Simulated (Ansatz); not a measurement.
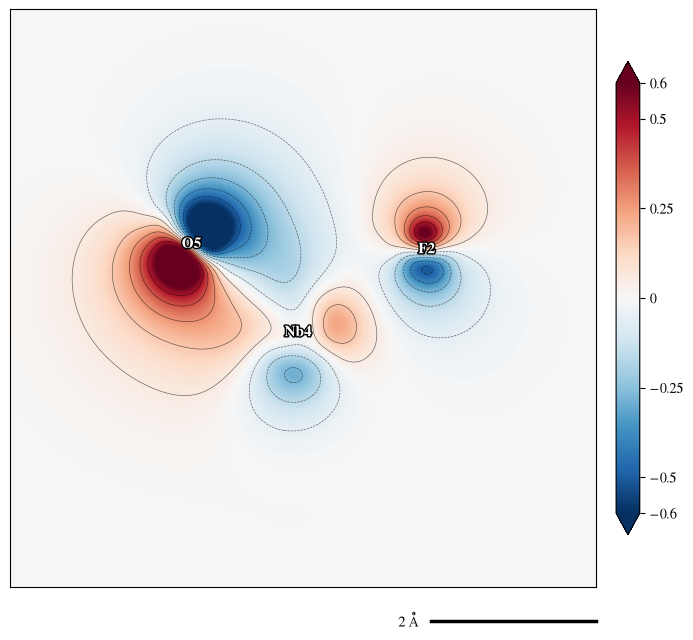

Figure. F3NbO (SMILES [O]=[Nb]([F])([F])[F]). The HOMO on the plane of atoms F2, Nb4 and O5 (values in Å⁻³ᐟ²; the overall sign is arbitrary).

Geometry: PBE0-D4/def2-SVP; core potentials replace the inner electrons of Nb.

All numbers below come from Ansatz 0.2.0, isolated molecule in a Gaussian basis; Kohn-Sham density functional theory, functional PBE0.

Input

```
crystal:
  periodic: [false, false, false]
  atoms:
    - {symbol: F, position_ang: [-0.482239, -0.368261, -1.071650]}
    - {symbol: F, position_ang: [-3.327392, 0.541010, -1.757633]}
    - {symbol: F, position_ang: [-2.699872, -0.552835, 1.035527]}
    - {symbol: Nb, position_ang: [-2.293336, -0.645517, -0.773355]}
    - {symbol: O, position_ang: [-2.662581, -2.196546, -1.297810]}
basis:
  gaussian:
    orbitals: def2-TZVPD
hamiltonian:
  xc: {name: PBE0}
output: {forces: true, orbitals: {seedname: orbitals}}
```

Command:

```sh
ansatz run input.yaml --threads 2 --pin off --max-ram 5220MiB --events-out events.jsonl --progress --plain --runs-dir runs
```

Describe this orbital and give its energy.

It lies mainly on O5 (about 65 %) and Nb4 (about 20 %). It is one of a degenerate set, so its orientation is arbitrary. Its energy is −10.71 eV.
